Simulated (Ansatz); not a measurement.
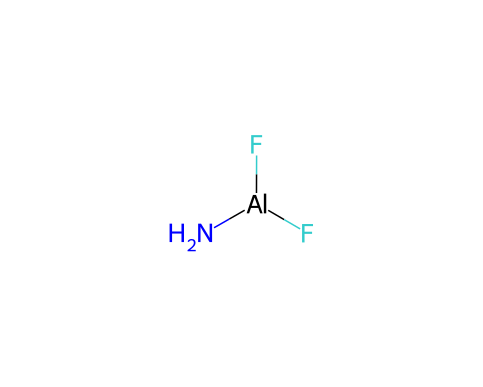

The drawing above gives the connectivity. The geometry was computed by an optimisation with PBE-D4/def2-SVP. No frequency run is at hand to confirm it as a minimum.

What does the molecule look like in three dimensions?

Formula AlF₂H₂N. SMILES: `[NH2][Al]([F])[F]`. All atoms lie on one plane. Coordination: 1 N trigonal planar; 1 Al trigonal planar.

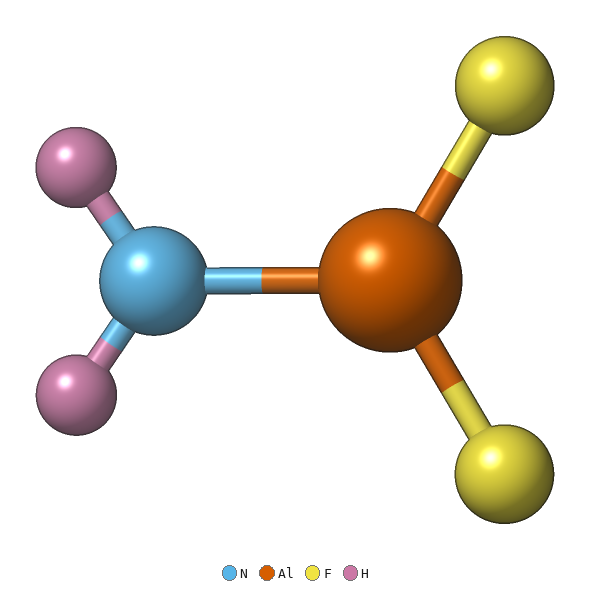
